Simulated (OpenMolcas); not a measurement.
Single-point calculation, with input and output: CF$_{2}$ (charge +1)

CF$_{2}$, charge +1, multiplicity 4, SMILES F[C+]F, computed with BHLYP/cc-pVTZ, UKS (OpenMolcas 26.06).

The geometry is that of the parent species in another charge or spin state. The geometry comes from this level: PBE0-D4/def2-TZVP.

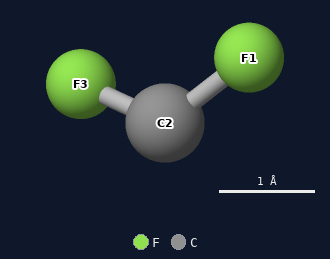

*The structure (ball-and-stick view, seen at a tilt; atoms are numbered from 1 in the order of the input).*

**Input**
```
&gateway
  baslib = $CurrDir
  coord = geom.xyz
  basis = cc-pVTZ
  group = NoSym

&seward
  gridinput
  Grid=UltraFine
  End of Grid

&scf
  uhf
  charge = 1
  spin = 4
  ksdft = HYB_GGA_XC_BHANDHLYP
  thresholds = 1e-10 1e-07 1e-07 1e-05
  prorbitals = 1 1
```

**File geom.xyz**
```
3

F      0.379110     0.972980     0.316190
C      0.275710    -0.221360     0.127270
F     -0.654830    -0.751620    -0.443470
```

Machine: 1 thread of Intel Xeon @ 2.50GHz (Skylake/Cascade Lake), 96 GiB of memory available, shared host.

Launched with:
```bash
export MOLCAS_MEM=1860
pymolcas mol.inp > mol.log
```

**The program's output**
```
--- Start Module: gateway ---

                                              &GATEWAY

                       available to each process: 1.9 GB of memory, 1 thread

 Basis Set     1 Label: F.CC-PVTZ
 Basis set is read from library:.
 basistype.tbl is not found

 Basis Set     2 Label: C.CC-PVTZ
 Basis set is read from library:.
 basistype.tbl is not found

 Basis Set     3 Label: F.CC-PVTZ
 Basis set is read from library:.
 basistype.tbl is not found

++    Symmetry information:
      ---------------------

                    Character Table for C1

                             E
                    a        1  x, y, xy, Rz, z, xz, Ry, yz, Rx, I
--

++    Basis set information:
      ----------------------

      Basis set label: F.CC-PVTZ.........

      Electronic valence basis set:
      ------------------
      Associated Effective Charge   9.000000 au
      Associated Actual Charge      9.000000 au
      Nuclear Model: Point charge

      Shell  nPrim  nBasis  Cartesian Spherical Contaminant
         s      10       4        X
         p       5       3        X
         d       2       2                 X
         f       1       1                 X

      Basis set label: C.CC-PVTZ.........

      Electronic valence basis set:
      ------------------
      Associated Effective Charge   6.000000 au
      Associated Actual Charge      6.000000 au
      Nuclear Model: Point charge

      Shell  nPrim  nBasis  Cartesian Spherical Contaminant
         s      10       4        X
         p       5       3        X
         d       2       2                 X
         f       1       1                 X

      Basis set label: F.CC-PVTZ.........

      Electronic valence basis set:
      ------------------
      Associated Effective Charge   9.000000 au
      Associated Actual Charge      9.000000 au
      Nuclear Model: Point charge

      Shell  nPrim  nBasis  Cartesian Spherical Contaminant
         s      10       4        X
         p       5       3        X
         d       2       2                 X
         f       1       1                 X
--

++    Molecular structure info:
      -------------------------

                    ************************************************
                    **** Cartesian Coordinates / bohr, angstrom ****
                    ************************************************

     Center  Label                x              y              z                     x              y              z
        1      F1               0.716414       1.838666       0.597513              0.379110       0.972980       0.316190
        2      C2               0.521016      -0.418310       0.240505              0.275710      -0.221360       0.127270
        3      F3              -1.237449      -1.420356      -0.838037             -0.654830      -0.751620      -0.443470

                    ***************************************
                    *    InterNuclear Distances / bohr    *
                    ***************************************

               1 F1            2 C2            3 F3
    1 F1       0.000000
    2 C2       2.293376        0.000000
    3 F3       4.061971        2.293371        0.000000

                    *******************************************
                    *    InterNuclear Distances / angstrom    *
                    *******************************************

               1 F1            2 C2            3 F3
    1 F1       0.000000
    2 C2       1.213602        0.000000
    3 F3       2.149502        1.213600        0.000000

                    **************************************
                    *    Valence Bond Angles / degree    *
                    **************************************
                          Atom centers                 Phi
                      1 F1       2 C2       3 F3       124.65
--

            Nuclear Potential Energy             67.03325668 au

--- Stop Module: gateway /rc=_RC_ALL_IS_WELL_ ---

--- Start Module: seward ---

                                              &SEWARD

                       available to each process: 1.9 GB of memory, 1 thread

               SEWARD will generate:
                  Multipole Moment integrals up to order  2
                  Kinetic Energy integrals
                  Nuclear Attraction integrals (point charge)
                  One-Electron Hamiltonian integrals
                  Velocity integrals
                  Orbital angular momentum around ( -0.0729   0.0586  -0.0337 )
                  Velocity quadrupole around ( -0.0729   0.0586  -0.0337 )
                  Two-Electron Repulsion integrals

                   Integrals are discarded if absolute value <: 1.00E-14
                   Integral cutoff threshold is set to       <: 1.00E-16

            Nuclear Potential Energy             67.03325668 au

      Basis set specifications :
      Symmetry species         a
      Basis functions           90

--- Stop Module: seward /rc=_RC_ALL_IS_WELL_ ---
--- Module seward spent 3 seconds ---

--- Start Module: scf ---

                                                &SCF

                       available to each process: 1.9 GB of memory, 1 thread

++    Input section:
      --------------

      Header of the integral files:

      Cartesian coordinates in angstrom:
      -----------------------------------------------------
      No.  Label        X            Y            Z
      -----------------------------------------------------
       1   F1         0.37911000   0.97298000   0.31619000
       2   C2         0.27571000  -0.22136000   0.12727000
       3   F3        -0.65483000  -0.75162000  -0.44347000
      -----------------------------------------------------
      Nuclear repulsion energy =   67.03325668
--

++    Orbital specifications:
      -----------------------

      Symmetry species               1
                                     a
      Frozen orbitals                0
      Start temperature = 0.500
      End temperature   = 0.010
      Temperature Factor= 0.460
      Deleted orbitals               0
      Total number of orbitals      90
      Number of basis functions     90
--

      Molecular charge                           1.000

      Numerical integration parameters
      --------------------------------
      Radial quadrature type:                         MHL
      Size of radial grid:                            99
      Lebedev angular grid:                           41
      Angular grid pruned with the crowding factor:  1.00E+10
                                 and fading factor:  1.00E+01
      Screening threshold for integral computation:   1.00E-11
      Radial quadrature accuracy:                     1.00E-25
      Maximum batch size:                             128
      AO values are stored on disk
      The same grid will be used for all iterations.

      DFT functional specifications
      -----------------------------
      Using Libxc version: 6.2.2
      Please cite the following reference:
      S. Lehtola, C. Steigemann, M. J.T. Oliveira, and M. A.L. Marques.,  SoftwareX 7, 1–5 (2018) doi:10.1016/j.softx.2017.11.002

      * BHandHLYP
        - Defined through Gaussian implementation. doi:

++    Optimization specifications:
      ----------------------------

      SCF Algorithm: Conventional USCF
      D(i)-D(i-1) density differences are used
      Number of density matrices in core                 5
      Maximum number of NDDO SCF iterations            400
      Maximum number of HF SCF iterations              400
      Threshold for SCF energy change             1.00E-10
      Threshold for density matrix                1.00E-07
      Threshold for Fock matrix                   1.00E-07
      Threshold for linear dependence             1.00E-09
      Threshold at which DIIS is turned on        1.50E-01
      Maximum depth in the DIIS procedure                5
      Maximum depth in the BFGS Hessian update          30
      Threshold at which QNR/C2DIIS is turned on  7.50E-02
      Threshold for Norm(delta) (QNR/C2DIIS)      1.00E-05
      All orbitals punched on: UHFORB
--

      Input vectors read from INPORB
      Orbital file label: *Guess orbitals

++ Convergence information
                               UHF [...]      iterations: Energy and convergence statistics

Iter     Tot. [...]      One-elec.       Two-elec.     Energy      Max Dij or  Max Fij      DNorm      TNorm      AccCon     Time
         Energy          Energy          Energy        Change      Delta Norm                                                in Sec.
   1  -233.804520919  -458.681621889   157.843844293   0.00E+00    1.95E-01*   1.67E+00*    8.73E+00   1.36E+02   None         2.
   2  -235.231763975  -465.250873541   162.985852888  -1.43E+00*   5.54E-01*   3.12E-01*    7.61E+00   1.38E+02   EDIIS        1.
   3  -235.701928280  -460.530618217   157.795433260  -4.70E-01*   3.36E-01*   3.36E-01*    6.20E+00   1.36E+02   EDIIS        1.
   4  -236.646921729  -467.649795451   163.969617045  -9.45E-01*   3.75E-01*   1.93E-01*    3.16E+00   1.38E+02   EDIIS        2.
   5  -236.696778842  -462.362414629   158.632379110  -4.99E-02*   1.14E-01*   1.54E-01*    2.93E+00   1.37E+02   EDIIS        1.
   6  -236.941649221  -465.763809440   161.788903542  -2.45E-01*   6.79E-02*   4.04E-02*    1.06E+00   1.38E+02   EDIIS        1.
   7  -236.972206888  -464.943645870   160.938182305  -3.06E-02*   8.89E-02*   3.56E-02*    5.46E-01   1.37E+02   EDIIS        1.
   8  -236.973694034  -465.819762246   161.812811535  -1.49E-03*   1.80E-02*   1.95E-02*    4.04E-01   1.38E+02   EDIIS        1.

       Fermi aufbau procedure completed!
      nOcc(alpha)=   13
      nOcc(beta) =   10

   9  -236.977227022  -465.318707230   161.308223531  -3.53E-03*   1.08E-02*   4.72E-03*    1.04E-01   1.38E+02   c2DIIS       1.
  10  -236.977407114  -465.404569787   161.393905995  -1.80E-04*   8.83E-03*   1.56E-03*    3.09E-02   1.38E+02   QNRc2DIIS    1.
  11  -236.977425508  -465.398371156   161.387688970  -1.84E-05*   1.46E-02*   1.05E-03*    1.59E-02   1.38E+02   QNRc2DIIS    1.
  12  -236.977434433  -465.409468833   161.398777722  -8.92E-06*   3.95E-03*   7.14E-04*    2.49E-02   1.38E+02   QNRc2DIIS    1.
  13  -236.977436014  -465.402406992   161.391714301  -1.58E-06*   2.15E-03*   4.18E-04*    6.90E-03   1.38E+02   QNRc2DIIS    1.
  14  -236.977436803  -465.399547122   161.388853641  -7.89E-07*   1.30E-03*   1.83E-04*    3.68E-03   1.38E+02   QNRc2DIIS    1.
  15  -236.977437113  -465.402760965   161.392067174  -3.10E-07*   5.11E-05*   8.15E-06*    2.48E-03   1.38E+02   QNRc2DIIS    2.
  16  -236.977437114  -465.403070550   161.392376758  -8.17E-10*   1.62E-05*   3.05E-06*    1.86E-04   1.38E+02   QNRc2DIIS    2.
  17  -236.977437114  -465.402989409   161.392295617  -1.29E-10*   4.40E-06    6.27E-07*    5.10E-05   1.38E+02   QNRc2DIIS    1.
  18  -236.977437114  -465.402979754   161.392285962  -5.23E-12    1.69E-06    1.09E-07*    1.25E-05   1.38E+02   QNRc2DIIS    1.
  19  -236.977437114  -465.402978904   161.392285112  -7.39E-13    5.61E-07    6.52E-08     3.43E-06   1.38E+02   QNRc2DIIS    1.

       Convergence after  19 Iterations
--

 *****************************************************************************************************************************
 *                                             SCF/KS-DFT Program, Final results                                             *
 *                                                       Final Results                                                       *
 *****************************************************************************************************************************

::    Total KS-DFT energy                            -236.9774371143
      One-electron energy                            -465.4029789040
      Two-electron energy                             161.3922851122
      Nuclear repulsion energy                         67.0332566775
      Kinetic energy (interpolated)                   236.7025429558
      Virial theorem                                    1.0011613486
      Total spin, S(S+1)                                3.7665845919
      Total spin, S                                     1.5041418592
      Max non-diagonal density matrix element           0.0000004978
      Max non-diagonal Fock matrix element              0.0000000272

      All orbitals with orbital energies smaller than  E(LUMO)+0.5 are printed

++    Molecular orbitals:
      -------------------

      Title: UKS-DFT orbitals (alpha)

      Molecular orbitals for symmetry species 1: a

          Orbital            1         2         3         4         5         6         7         8         9        10
          Energy          -25.8608  -25.8607  -11.0986   -1.9683   -1.9157   -1.2363   -1.1486   -1.1324   -1.1028   -1.0601
          Occ. No.          1.0000    1.0000    1.0000    1.0000    1.0000    1.0000    1.0000    1.0000    1.0000    1.0000

          Orbital           11        12        13        14        15        16        17        18        19        20
          Energy           -1.0299   -0.7488   -0.6032   -0.1282   -0.0507    0.0417    0.0555    0.0773    0.1871    0.3518
          Occ. No.          1.0000    1.0000    1.0000    0.0000    0.0000    0.0000    0.0000    0.0000    0.0000    0.0000

--

      All orbitals with orbital energies smaller than  E(LUMO)+0.5 are printed

++    Molecular orbitals:
      -------------------

      Title: UKS-DFT orbitals (beta)

      Molecular orbitals for symmetry species 1: a

          Orbital            1         2         3         4         5         6         7         8         9        10
          Energy          -25.8291  -25.8291  -11.0571   -1.8859   -1.8278   -1.1630   -1.1033   -1.0308   -0.9686   -0.9128
          Occ. No.          1.0000    1.0000    1.0000    1.0000    1.0000    1.0000    1.0000    1.0000    1.0000    1.0000

          Orbital           11        12        13
          Energy           -0.6816   -0.3642   -0.2422
          Occ. No.          0.0000    0.0000    0.0000

--

++    Molecular charges:
      ------------------

      Mulliken charges per centre and basis function type
      ---------------------------------------------------

                            F1                      C2                      F3
                     alpha        beta       alpha        beta       alpha        beta
      1s           1.9438      1.9337      1.7768      1.3019      1.9438      1.9337
      2px          0.9591      0.5230      0.5843      0.1932      0.8514      0.7733
      2pz          0.9626      0.7927      0.8602      0.1421      0.9261      0.8776
      2py          0.7701      0.7448      0.3572      0.2362      0.9143      0.4096
      3d2+         0.0040      0.0039      0.0238      0.0161      0.0030      0.0026
      3d1+         0.0002      0.0002      0.0125      0.0099      0.0037      0.0027
      3d0          0.0016      0.0013      0.0141      0.0138      0.0033      0.0014
      3d1-         0.0052      0.0025      0.0228      0.0263      0.0017      0.0014
      3d2-         0.0036      0.0026      0.0294      0.0361      0.0029      0.0026
      4f3+         0.0001      0.0001      0.0044      0.0013      0.0001      0.0001
      4f2+         0.0001      0.0001      0.0032      0.0024      0.0001      0.0001
      4f1+         0.0000      0.0000      0.0022      0.0027      0.0002      0.0001
      4f0          0.0001      0.0000      0.0014      0.0019      0.0001      0.0001
      4f1-         0.0001      0.0001      0.0016      0.0019      0.0001      0.0000
      4f2-         0.0000      0.0000      0.0014      0.0013      0.0001      0.0001
      4f3-         0.0001      0.0002      0.0029      0.0023      0.0001      0.0001
      Total        4.6508      4.0053      3.6985      1.9895      4.6508      4.0053
      Total              8.6560                  5.6879                  8.6560

      Charge            0.3440                  0.3121                  0.3440

      Total electronic charge=   23.000000

      Total            charge=    1.000000
--

++    Molecular orbitals:
      -------------------

      Title: Natural orbitals

      Molecular orbitals for symmetry species 1: a

          Orbital            1         2         3         4         5         6         7         8         9        10
          Energy          -25.8236  -25.8000  -11.0729   -1.1769   -1.9129   -1.2557   -1.8403   -0.9990   -1.0645   -1.0235
          Occ. No.          2.0000    2.0000    2.0000    1.9999    1.9998    1.9997    1.9997    1.9997    1.9993    1.9936

          Orbital           11        12        13        14        15        16        17        18        19        20
          Energy           -0.8667   -0.5500   -0.4145    0.2300    0.5608    0.7672    1.2951    0.9783    1.6560    1.7320
          Occ. No.          1.0000    1.0000    1.0000    0.0064    0.0007    0.0003    0.0003    0.0003    0.0002    0.0001

          Orbital           21        22        23        24        25        26        27        28        29        30
          Energy            2.6168    8.3972    8.5166    0.5874    0.4361    0.5801    0.6189    1.0155    0.8364    1.5491
          Occ. No.          0.0000    0.0000    0.0000    0.0000    0.0000    0.0000    0.0000    0.0000    0.0000    0.0000

          Orbital           31        32        33        34        35        36        37        38        39        40
          Energy            1.1775    0.7048    0.9759    1.0097    1.4918    3.3087    1.0176    2.7452    1.6748    2.0039
          Occ. No.          0.0000    0.0000    0.0000    0.0000    0.0000    0.0000    0.0000    0.0000    0.0000    0.0000

          Orbital           41        42        43        44        45        46        47        48        49        50
          Energy            4.9417    2.7887    2.4058    2.2636    6.7619    1.8916    2.4354    6.6960    1.7102    2.0376
          Occ. No.          0.0000    0.0000    0.0000    0.0000    0.0000    0.0000    0.0000    0.0000    0.0000    0.0000

          Orbital           51        52        53        54        55        56        57        58        59        60
          Energy            8.2478    7.1763    4.0222    5.3089    8.4917    3.8041    6.4498    6.4941    3.6240    4.3256
          Occ. No.          0.0000    0.0000    0.0000    0.0000    0.0000    0.0000    0.0000    0.0000    0.0000    0.0000

          Orbital           61        62        63        64        65        66        67        68        69        70
          Energy            3.0796    5.8798    8.2568    2.3701    4.5374    5.1120    7.0950    6.3738    3.0052    7.5513
          Occ. No.          0.0000    0.0000    0.0000    0.0000    0.0000    0.0000    0.0000    0.0000    0.0000    0.0000

          Orbital           71        72        73        74        75        76        77        78        79        80
          Energy            8.6193    3.9228    8.1272    8.6968    5.6350    6.5442    2.6944    8.5868    4.7401    2.6092
          Occ. No.          0.0000    0.0000    0.0000    0.0000    0.0000    0.0000    0.0000    0.0000    0.0000    0.0000

          Orbital           81        82        83        84
          Energy            7.0231    2.5944    8.0095    6.6538
          Occ. No.          0.0000    0.0000    0.0000    0.0000

--

++    Molecular properties:
      ---------------------

      Charge (e):
                      =    1.0000
      Dipole Moment (debye):
      Origin of the operator (angstrom)=   -0.0386    0.0310   -0.0178
                   X=  9.1410E-02               Y= -7.3334E-02               Z=  4.2203E-02           Total=  1.2456E-01
      Center of Charge (angstrom)
                     X=   -0.01956572               Y=    0.01571764               Z=   -0.00903232
      Quadrupole Moment (debye*angstrom):
      Origin of the operator (angstrom)=   -0.0386    0.0310   -0.0178
                  XX= -1.1573E+01              XY=  1.4739E+00              XZ=  1.0167E+00              YY= -9.7720E+00
                  YZ=  1.1818E+00              ZZ= -1.2435E+01
      In traceless form (debye*angstrom)
                  XX= -4.7006E-01              XY=  2.2109E+00              XZ=  1.5251E+00              YY=  2.2319E+00
                  YZ=  1.7726E+00              ZZ= -1.7618E+00
--

--- Stop Module: scf /rc=_RC_ALL_IS_WELL_ ---
--- Module scf spent 30 seconds ---

.##################.
.# Happy landing! #.
.##################.

    Timing: Wall=34.44 User=30.60 System=3.80
```

**Results in brief**

| quantity | value |
| --- | --- |
| outcome | converged |
| total energy | −236.977437 hartree |
| basis functions | 90 |
| ⟨S²⟩ | 3.767 |
| wall time | 35 s |
| peak memory | 0.49 GiB |
